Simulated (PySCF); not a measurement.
**Kr, Kr⁺: ionisation energy in x2c-SVPall**

Each state of krypton is computed at each level; their differences give the ionisation energy. How far do the methods differ?

The numbers are computed with PySCF 2.14.0 (unrestricted determinants in a Gaussian basis, no spin-orbit coupling in the energies), except any that are marked as measured or tabulated.

7 further runs of the same task are left out: 4 that didn't finish, 3 set aside as unsound or not needed.

**1. The system**

| Quantity | Value |
| --- | --- |
| Element | krypton (Z = 36) |
| Basis | x2c-SVPall (5s4p3d, 32 functions) |
| Hamiltonian | scalar relativity by spin-free X2C-1e |
| State 1 | Kr: [Kr], closed-shell 1S |
| State 2 | Kr⁺: [Ar] 3d10 4s2 4p5, 2P determinant |
| Methods | UHF, B3LYP, M06-L, MP2, CCSD(T) |
| Core shells frozen in the correlated runs | valence: [Ar] 3d10 (for Kr) |

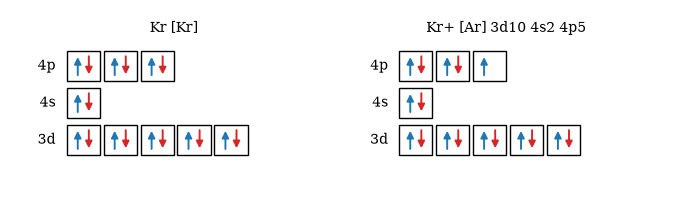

Outer shells as boxes.

The runs were made by one driver on top of PySCF. The scripts below sum up each run's settings (the driver also hands on starting orbitals that pick excited configurations, and frozen orbitals as a list rather than a count), and the logs come from the driver's own runs. The driver starts from symmetry-adapted Hartree-Fock orbitals, holds the occupation by maximum overlap and uses a logarithmic radial grid for functionals, so a plain start would take other cycles.

The driver's launch:

```sh
OMP_NUM_THREADS=1 python atomrun2.py TASK.json OUT
```

The integrals over 32 functions and the set-up took 0.14 s of CPU time.

**2. Kr**

**UHF**

File input.py:

```python
from pyscf import gto, scf, dft, mp, cc
import basis_set_exchange as bse
mol = gto.M(atom="Kr 0 0 0", charge=0, spin=0, symmetry="D2h",
            basis=gto.basis.parse(bse.get_basis("x2c-SVPall", elements=["Kr"], fmt="nwchem", header=False)),
            nucmod="G")
mf = scf.UHF(mol).sfx2c1e()
mf.irrep_nelec = {'Ag': (6, 6), 'B1g': (1, 1), 'B2g': (1, 1), 'B3g': (1, 1), 'B1u': (3, 3), 'B2u': (3, 3), 'B3u': (3, 3)}
mf.kernel()
```

**B3LYP**

input.py differs from the last one in:

```diff
@@ -5,3 +5,3 @@
             nucmod="G")
-mf = scf.UHF(mol).sfx2c1e()
+mf = dft.UKS(mol, xc="B3LYP").sfx2c1e()
 mf.irrep_nelec = {'Ag': (6, 6), 'B1g': (1, 1), 'B2g': (1, 1), 'B3g': (1, 1), 'B1u': (3, 3), 'B2u': (3, 3), 'B3u': (3, 3)}
```

**M06-L**

input.py differs from the last one in:

```diff
@@ -5,3 +5,3 @@
             nucmod="G")
-mf = dft.UKS(mol, xc="B3LYP").sfx2c1e()
+mf = dft.UKS(mol, xc="M06L").sfx2c1e()
 mf.irrep_nelec = {'Ag': (6, 6), 'B1g': (1, 1), 'B2g': (1, 1), 'B3g': (1, 1), 'B1u': (3, 3), 'B2u': (3, 3), 'B3u': (3, 3)}
```

**MP2 (valence)**

input.py differs from the last one in:

```diff
@@ -5,4 +5,5 @@
             nucmod="G")
-mf = dft.UKS(mol, xc="M06L").sfx2c1e()
+mf = scf.UHF(mol).sfx2c1e()
 mf.irrep_nelec = {'Ag': (6, 6), 'B1g': (1, 1), 'B2g': (1, 1), 'B3g': (1, 1), 'B1u': (3, 3), 'B2u': (3, 3), 'B3u': (3, 3)}
 mf.kernel()
+mp.UMP2(mf, frozen=14).kernel()
```

**CCSD(T) (valence)**

input.py differs from the last one in:

```diff
@@ -8,2 +8,3 @@
 mf.kernel()
-mp.UMP2(mf, frozen=14).kernel()
+mycc = cc.CCSD(mf, frozen=14).run()
+mycc.ccsd_t()
```

**3. Kr⁺: the ladder of methods**

**UHF**

File input.py:

```python
from pyscf import gto, scf, dft, mp, cc
import basis_set_exchange as bse
mol = gto.M(atom="Kr 0 0 0", charge=1, spin=1, symmetry="D2h",
            basis=gto.basis.parse(bse.get_basis("x2c-SVPall", elements=["Kr"], fmt="nwchem", header=False)),
            nucmod="G")
mf = scf.UHF(mol).sfx2c1e()
mf.irrep_nelec = {'Ag': (6, 6), 'B1g': (1, 1), 'B2g': (1, 1), 'B3g': (1, 1), 'B1u': (3, 3), 'B2u': (3, 3), 'B3u': (3, 2)}
mf.kernel()
```

**B3LYP**

input.py differs from the last one in:

```diff
@@ -5,3 +5,3 @@
             nucmod="G")
-mf = scf.UHF(mol).sfx2c1e()
+mf = dft.UKS(mol, xc="B3LYP").sfx2c1e()
 mf.irrep_nelec = {'Ag': (6, 6), 'B1g': (1, 1), 'B2g': (1, 1), 'B3g': (1, 1), 'B1u': (3, 3), 'B2u': (3, 3), 'B3u': (3, 2)}
```

**M06-L**

input.py differs from the last one in:

```diff
@@ -5,3 +5,3 @@
             nucmod="G")
-mf = dft.UKS(mol, xc="B3LYP").sfx2c1e()
+mf = dft.UKS(mol, xc="M06L").sfx2c1e()
 mf.irrep_nelec = {'Ag': (6, 6), 'B1g': (1, 1), 'B2g': (1, 1), 'B3g': (1, 1), 'B1u': (3, 3), 'B2u': (3, 3), 'B3u': (3, 2)}
```

**MP2 (valence)**

input.py differs from the last one in:

```diff
@@ -5,4 +5,5 @@
             nucmod="G")
-mf = dft.UKS(mol, xc="M06L").sfx2c1e()
+mf = scf.UHF(mol).sfx2c1e()
 mf.irrep_nelec = {'Ag': (6, 6), 'B1g': (1, 1), 'B2g': (1, 1), 'B3g': (1, 1), 'B1u': (3, 3), 'B2u': (3, 3), 'B3u': (3, 2)}
 mf.kernel()
+mp.UMP2(mf, frozen=14).kernel()
```

**CCSD(T) (valence)**

input.py differs from the last one in:

```diff
@@ -8,2 +8,3 @@
 mf.kernel()
-mp.UMP2(mf, frozen=14).kernel()
+mycc = cc.CCSD(mf, frozen=14).run()
+mycc.ccsd_t()
```

**Question.** What will these runs give?

As calculated:

| quantity | value |
| --- | --- |
| ionisation energy, Kr | UHF 13.151, CCSD(T) (valence) 13.727 eV; reference 14.222 |

Accuracy against cost (mean over 1 difference):

```csv
method,mean absolute miss against the measured value (with the measured fine structure taken into account where it is known) (eV),"CPU time, both states (s)"
UHF,1.071,0.15
B3LYP,0.115,0.67
M06-L,0.176,1
MP2 (valence),0.384,0.16
SCS-MP2 (valence),0.461,0.16
CCSD (valence),0.498,
CCSD(T) (valence),0.495,0.34
```

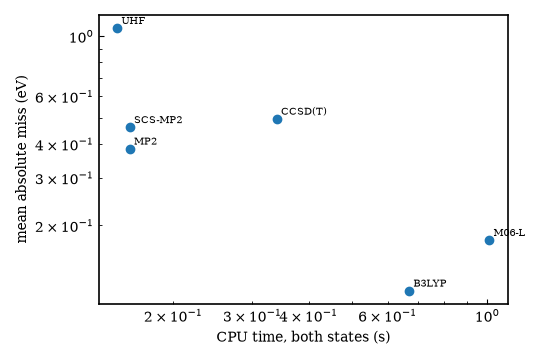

Miss against the measured value (with the measured fine structure taken into account where it is known) and CPU time.

In words: B3LYP lands nearest to the measured value (off by 0.11 eV); UHF misses by most (1.07 eV). Hartree-Fock falls short because the species with more electrons holds more correlation energy, which it lacks. All values hold for this basis alone; no basis-set limit was taken. The dearest level timed, M06-L, costs 6.7 times the cheapest, UHF, and differs from the measured value (with the measured fine structure taken into account where it is known) by 0.18 against 1.07 eV.
